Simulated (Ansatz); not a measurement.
Frequency calculation of TaH₃O₂F₄

System: TaH₃O₂F₄.
Method: RKS B3LYP-D4/def2-SVP (Ansatz 0.2.0).

It belongs to a series of runs on one base structure; here: vibrations at the highest image of the band.

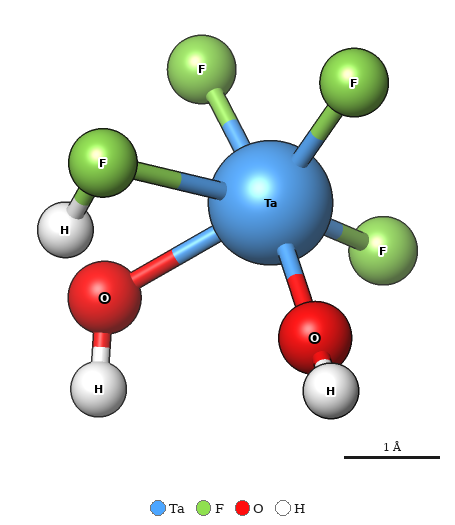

The structure as given in the input (ball-and-stick view, seen at a tilt). Sticks mark near contacts. Bond lengths as drawn: F–H 1.07 Å, F–Ta 1.87 to 2.23 Å, H–O 0.96 to 0.97 Å and O–Ta 1.89 to 2.07 Å.

Input file:
```yaml
crystal:
  periodic: [false, false, false]
  atoms:
    - { symbol: Ta, position_ang: [-0.13648, 0.245416, 0.1881] }
    - { symbol: F, position_ang: [2.011868, -0.334459, 0.257568] }
    - { symbol: O, position_ang: [-0.338654, -0.405694, 1.953491] }
    - { symbol: H, position_ang: [-0.289194, -0.918503, 2.763531] }
    - { symbol: F, position_ang: [0.338618, 0.903357, -1.520948] }
    - { symbol: F, position_ang: [-1.782876, 1.127189, 0.162764] }
    - { symbol: F, position_ang: [-0.403568, -1.457755, -0.554447] }
    - { symbol: O, position_ang: [1.181695, 1.667889, 0.898776] }
    - { symbol: H, position_ang: [1.146534, 1.969625, 1.817079] }
    - { symbol: H, position_ang: [2.033656, 0.669635, 0.632385] }
basis:
  gaussian: { orbitals: def2-SVP }
hamiltonian:
  xc: b3lyp
  dispersion: d4
phonons: {}
```

Machine: 4 threads of Arm Neoverse V2, 24 GiB of memory available, shared host.

Command:
```bash
ansatz run input.yaml --threads 4 --pin off --max-ram 5120MiB --backend cpu --events-out ev --progress --plain --runs-dir out
```

Log:
```
Engine: ansatz 0.2.0, aarch64-unknown-linux-gnu
Functional definition: B3LYP
  parameter a0 = 0.2
  parameter ax = 0.72
  parameter ac = 0.81
  exchange = (1 - a0 - ax)*slater_x + ax*b88_x + a0*exact_x
  correlation = (1 - ac)*vwn_rpa_c + ac*lyp_c
1343 factors; integrals over basis functions are off by at most 2.6e-4 eV
mean field evaluation 1: about -16544.2897 eV, gradient 9.5e1 eV
mean field evaluation 2: about -16434.0310 eV, gradient 2.6e2 eV
mean field evaluation 4: about -16559.1298 eV, gradient 1.8e1 eV
mean field evaluation 8: about -16559.7514 eV, gradient 5.7e-1 eV
mean field evaluation 16: about -16559.7520 eV, gradient 1.3e-4 eV
mean field -16559.75201471 eV, -608.5596619376 hartree, gradient 5.5e-5 eV, S^2 0.000000; 0 other end points of the search recorded, 0 dependent functions left out
the calculation of the forces begins
reference -16559.75233404 eV, -608.5596736727 hartree; 34, 34 occupied and 97, 97 virtual orbitals, 1343 factors
these checks for a lower state are left out or cut short: stability, starts, cluster_reference, orbital_swaps, neighbouring_geometries, increment
1343 factors; integrals over basis functions are off by at most 2.6e-4 eV
mean field -16559.75185328 eV, -608.5596560052 hartree, gradient 2.1e-6 eV, S^2 0.000000; 0 other end points of the search recorded, 0 dependent functions left out
[... from here on the field's lines of each further geometry are left out, up to the last ...]
the calculation of the forces begins
reference -16559.75232238 eV, -608.5596732441 hartree; 34, 34 occupied and 97, 97 virtual orbitals, 1343 factors
these checks for a lower state are left out or cut short: stability, starts, cluster_reference, orbital_swaps, neighbouring_geometries, increment
1343 factors; integrals over basis functions are off by at most 2.6e-4 eV
mean field -16559.75199147 eV, -608.5596610836 hartree, gradient 2.4e-6 eV, S^2 0.000000; 0 other end points of the search recorded, 0 dependent functions left out
the calculation of the forces begins
reference -16559.75231080 eV, -608.5596728187 hartree; 34, 34 occupied and 97, 97 virtual orbitals, 1343 factors
WARN: phonons: modes at or below zero, which the zero-point energy, F, S and C_V leave out: 1, the lowest at -375.60 cm⁻¹. A minimum has none, and a first-order saddle one
Total energy: -16560.04423612 eV, -608.5704008762 hartree
Atom 0 at    -0.136480     0.245416     0.188100 Å, force    -0.001792    -0.002405     0.006354 eV/Å
Atom 1 at     2.011868    -0.334459     0.257568 Å, force     0.000341     0.000475    -0.001645 eV/Å
Atom 2 at    -0.338654    -0.405694     1.953491 Å, force     0.006348     0.001464     0.000076 eV/Å
Atom 3 at    -0.289194    -0.918503     2.763531 Å, force    -0.004524     0.000067    -0.000974 eV/Å
Atom 4 at     0.338618     0.903357    -1.520948 Å, force    -0.000410    -0.000250    -0.001177 eV/Å
Atom 5 at    -1.782876     1.127189     0.162764 Å, force    -0.000275     0.000358    -0.001205 eV/Å
Atom 6 at    -0.403568    -1.457755    -0.554447 Å, force     0.000702     0.000421    -0.001608 eV/Å
Atom 7 at     1.181695     1.667889     0.898776 Å, force    -0.000589     0.002100    -0.001518 eV/Å
Atom 8 at     1.146534     1.969625     1.817079 Å, force     0.000595    -0.001605    -0.000003 eV/Å
Atom 9 at     2.033656     0.669635     0.632385 Å, force    -0.000396    -0.000625     0.001700 eV/Å
Dipole moment:     0.148179     0.073533     1.062918 e Å
Vibrations: -375.60 76.39 118.98 150.12 187.25 195.02 219.04 260.48 281.41 345.89 377.03 411.99 465.20 628.53 663.15 683.12 695.06 706.77 748.90 999.78 1229.21 1978.16 3841.33 3947.87 cm⁻¹, zero-point energy 1.190911 eV
```

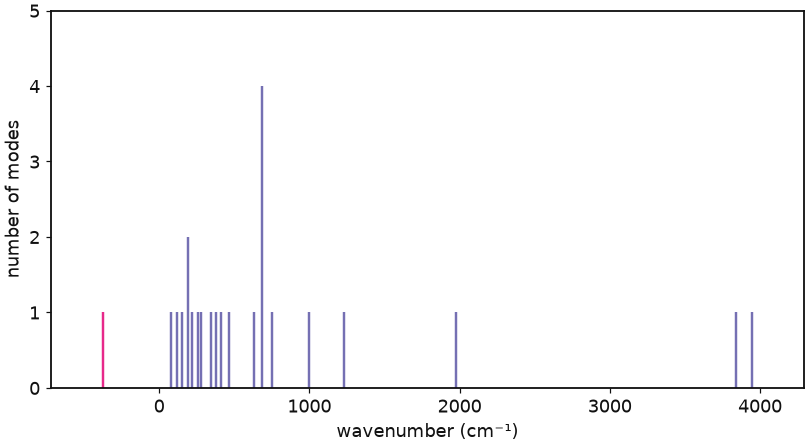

Harmonic vibrational wavenumbers from the force constants; neighbouring modes closer than 20 cm⁻¹ are counted in one stick, and imaginary ones are drawn at negative wavenumbers. 24 modes from 376i to 3948 cm⁻¹, 1 imaginary beyond 8i (376i cm⁻¹): a first-order saddle point, if the geometry is stationary.

Results in brief:

```json
{"quantity": "outcome", "value": "converged"}
{"quantity": "total energy", "value": "−16560.0442 eV"}
{"quantity": "mean-field energy", "value": "−16559.7523 eV"}
{"quantity": "largest force (length of the vector)", "value": "0.007 eV/Å"}
{"quantity": "wall time", "value": "94 s (CPU time 5.9 min)"}
{"quantity": "peak memory", "value": "0.35 GiB"}
```
